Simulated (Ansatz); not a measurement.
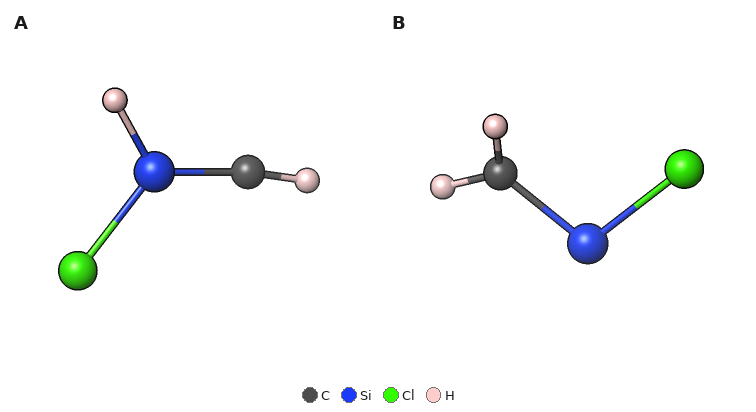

2 stationary structures of one formula. Charge 0, doublet. Geometries: PBE0-D4/def2-TZVP. Electronic energies: PBE0-D4/def2-TZVPP (Ansatz 0.2.0), without zero-point energy. No frequency run is at hand to confirm each as a minimum.

> Which structure is the most stable?

B is lowest (C1); A lies 102.5 kJ/mol above it (Cs).
